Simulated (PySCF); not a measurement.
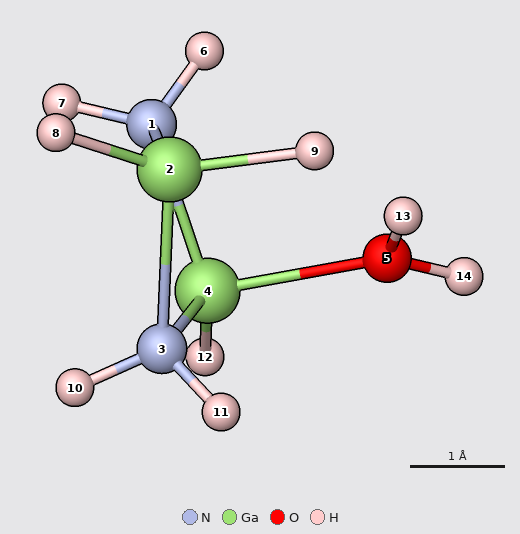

*The input geometry (ball-and-stick view, seen at a tilt; atoms are numbered from 1 in the order of the input). Sticks mark near contacts.*

Bond lengths as drawn: Ga–H 1.54 to 1.58 Å, Ga–N 1.96 to 2.06 Å, Ga–O 2.02 Å, H–N 1.02 Å and H–O 0.97 to 0.98 Å.

## Ga$_{2}$N$_{2}$H$_{9}$O (charge +1): core-level calculation

The run: core-level calculation of Ga$_{2}$N$_{2}$H$_{9}$O, charge +1, SMILES [OH2+][GaH-]1[NH2+][GaH2-][NH2+]1. Method and program: delta-SCF UKS SCAN, pcX-2 on the ionised atom, pcseg-1 elsewhere, spin-free X2C (PySCF 2.14.0).

## Input file
```
{"job": {"kind": "xps", "holes": 5}, "charge": 1, "multiplicity": 1}
N     -1.169873     0.316859    -0.908050
Ga    -1.213818    -0.478058     0.992628
N      0.525609    -1.377764     0.350598
Ga     0.741857    -0.060315    -1.078398
O      1.279892     1.414101     0.191621
H     -1.444030     1.298096    -0.991969
H     -1.767353    -0.189220    -1.566764
H     -2.380974    -1.460317     1.243591
H     -0.667363     0.721753     1.871488
H      0.383711    -2.339304     0.030771
H      1.284829    -1.428262     1.033210
H      1.678469    -0.026833    -2.297346
H      0.764204     1.515377     1.016660
H      1.978362     2.079433     0.126669
```

The first line tells a small driver script what to run in PySCF; the rest is the geometry in Å.

Launched with:
```bash
OMP_NUM_THREADS=1 python <driver script> task.json out
```

## What the program printed
```
ground state, core basis on atom 2 (N), 172 functions
  cycle   1  E = -4069.34046361  |g| = 6.97e-01
  cycle   2  E = -4069.19745027  |g| = 1.08e+00
  cycle   3  E = -4069.43174080  |g| = 1.15e-01
  cycle   4  E = -4069.43518089  |g| = 3.62e-02
  cycle   5  E = -4069.43542061  |g| = 1.69e-02
  cycle   6  E = -4069.43547903  |g| = 4.01e-03
  cycle   7  E = -4069.43548202  |g| = 1.34e-03
  cycle   8  E = -4069.43548460  |g| = 8.08e-04
  cycle   9  E = -4069.43548091  |g| = 5.56e-05
  E(ground) = -4069.95713978 Eh
hole in N 1s of atom 2
  cycle   1  E = -4053.66471892  |g| = 1.86e+00
  cycle   2  E = -4053.01244984  |g| = 2.07e+00
  cycle   3  E = -4054.33032904  |g| = 3.70e-01
  cycle   4  E = -4054.37199701  |g| = 1.13e-01
  cycle   5  E = -4054.37619129  |g| = 6.36e-02
  cycle   6  E = -4054.37797177  |g| = 1.43e-02
  cycle   7  E = -4054.37808066  |g| = 4.28e-03
  cycle   8  E = -4054.37808583  |g| = 2.29e-03
  cycle   9  E = -4054.37808827  |g| = 9.23e-04
  cycle  10  E = -4054.37808716  |g| = 1.63e-04
  E(ion) = -4054.89984659 Eh   <S^2> = 0.7662   hole on atom = 1.000   binding energy = 409.730 eV
ground state, core basis on atom 4 (O), 172 functions
  cycle   1  E = -4069.45054920  |g| = 9.90e-02
  cycle   2  E = -4069.45000156  |g| = 7.03e-02
  cycle   3  E = -4069.45040639  |g| = 5.10e-02
  cycle   4  E = -4069.45085096  |g| = 2.57e-03
  cycle   5  E = -4069.45085824  |g| = 9.50e-04
  cycle   6  E = -4069.45086030  |g| = 1.26e-04
  E(ground) = -4069.97255937 Eh
hole in O 1s of atom 4
  cycle   1  E = -4048.59587422  |g| = 2.21e+00
  cycle   2  E = -4045.46969504  |g| = 2.79e+00
  cycle   3  E = -4049.10006924  |g| = 6.80e-01
  cycle   4  E = -4049.34325494  |g| = 3.20e-01
  cycle   5  E = -4049.37761160  |g| = 1.97e-01
  cycle   6  E = -4049.39569526  |g| = 4.49e-02
  cycle   7  E = -4049.39674505  |g| = 6.53e-03
  cycle   8  E = -4049.39676709  |g| = 2.00e-03
  cycle   9  E = -4049.39676785  |g| = 1.75e-03
  cycle  10  E = -4049.39676685  |g| = 4.60e-04
  E(ion) = -4049.92044434 Eh   <S^2> = 0.7615   hole on atom = 1.000   binding energy = 545.646 eV
```

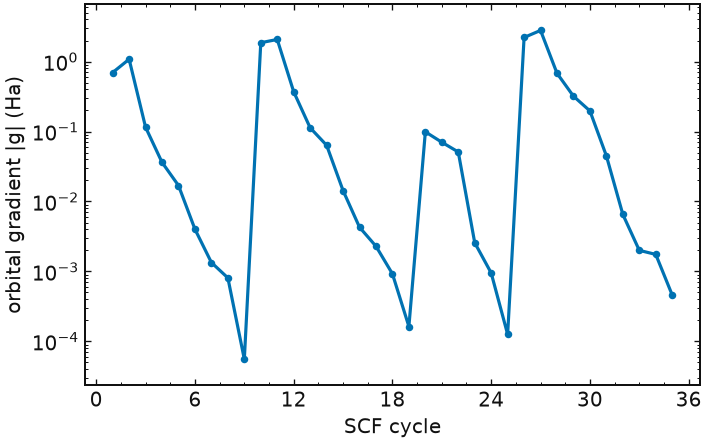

*Convergence of the self-consistent field: orbital gradient |g| against the SCF cycle.*

All cycles printed in the log are drawn one after another.

## Key numbers

```csv
quantity,value
outcome,converged
hardware,"1 CPU thread, shared host"
wall time,25 s
peak memory,0.61 GiB
```
